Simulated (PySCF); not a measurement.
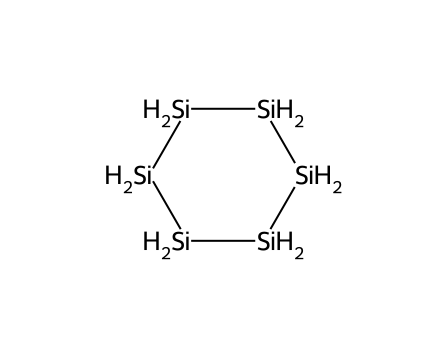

The drawing above gives the connectivity. The geometry was computed by an optimisation with PBE0-D3(BJ)/def2-SVP. No frequency run is at hand to confirm it as a minimum.

Describe the 3D structure.

The molecule is Si6H12. SMILES: `[SiH2]1[SiH2][SiH2][SiH2][SiH2][SiH2]1`. Independent rings (smallest set): 1 of 6 members. Among its groups: Si–H bond. This geometry has D3d symmetry. Coordination: 6 Si tetrahedral.

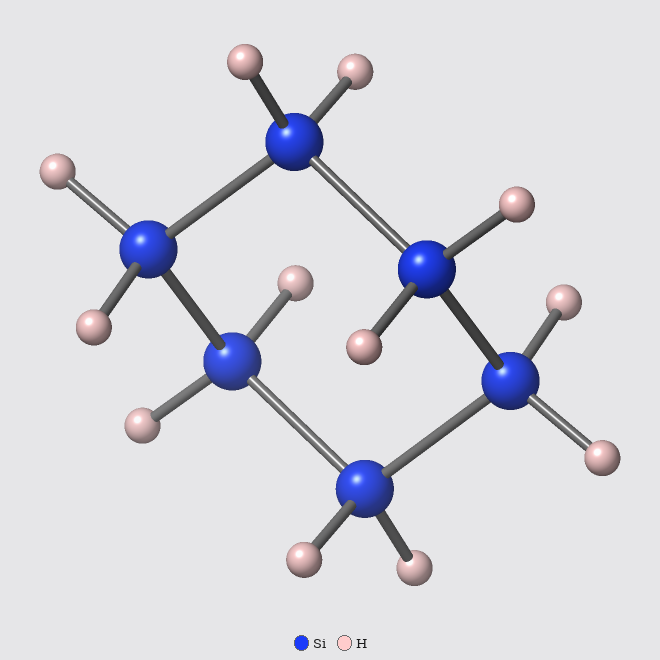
